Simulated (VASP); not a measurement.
Given:

```
CELL_PARAMETERS angstrom
      1.49928    -2.59684     0.00000
      1.49928     2.59684     0.00000
      0.00000     0.00000     5.53596
ATOMIC_POSITIONS crystal
  Cd 0.33333 0.66667 0.25000
  Cd 0.66667 0.33333 0.75000
```

All values below come from PBE GGA with D4 dispersion, VASP's PBE PAW potentials (set 64) (plane waves; VASP). Run with 520 eV cut-off, 16×16×8 Γ-centred mesh, tetrahedra with Blöchl corrections, potentials Cd.

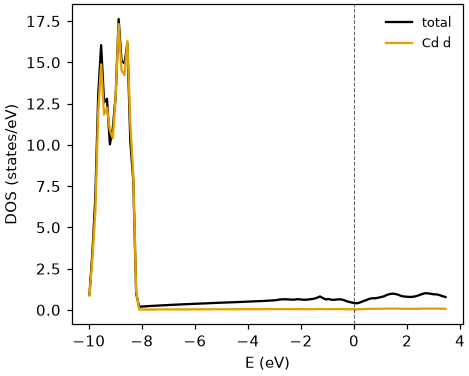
Total and projected density of states, zero at the Fermi level

Within 2 eV below the Fermi level the largest weight inside VASP's projection spheres is Cd p, then Cd s.

It has no gap at this level: it comes out as a metal or semimetal.

The compound is Cd in the hcp structure. It was relaxed first.
